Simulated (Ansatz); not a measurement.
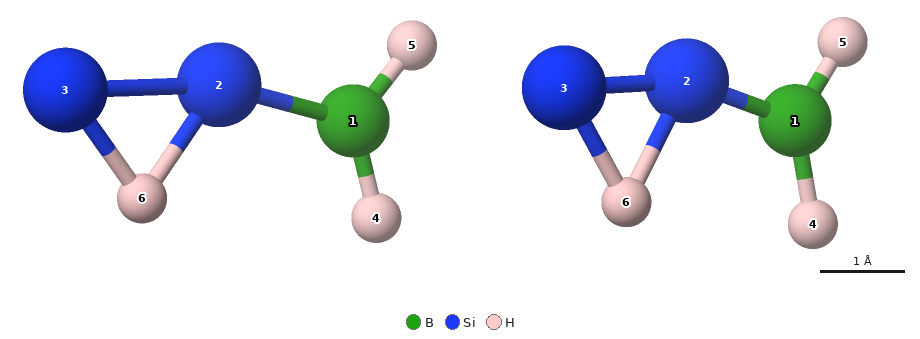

Two geometries of BSi2H3, drawn at one scale. One is the start of a relaxation, the other its converged end. Style: ball-and-stick. Shown at a tilt.

Method: RKS PBE-D4/def2-SVP (Ansatz). (force threshold 0.03 eV/Å; at most 250 steps)

> Which of the two is the end point?

The left one is the relaxed one. It is one of the separated reactants of a reaction. After 6 geometry steps the energy has fallen by 5.047 eV. Largest force component: 14 eV/Å at the start, 0.016 eV/Å at the end. Si3 moves most after the best rigid fit: 0.55 Å. By element the largest moves are Si 0.55 Å, H 0.41 Å, B 0.25 Å. Among the contacts that change: Si2–Si3 1.723 → 2.162 Å, B1–Si2 1.601 → 1.936 Å, B1–H5 1.146 → 1.214 Å, Si3–H6 1.641 → 1.705 Å. Bond angles that change, for instance: Si2–H6–Si3 62.7° → 78.2°, B1–Si2–H6 102.1° → 114.9°, Si2–B1–H5 107.2° → 118.9°. Cost: 11 s on 2 threads of Arm Neoverse N1, with other jobs on the host.
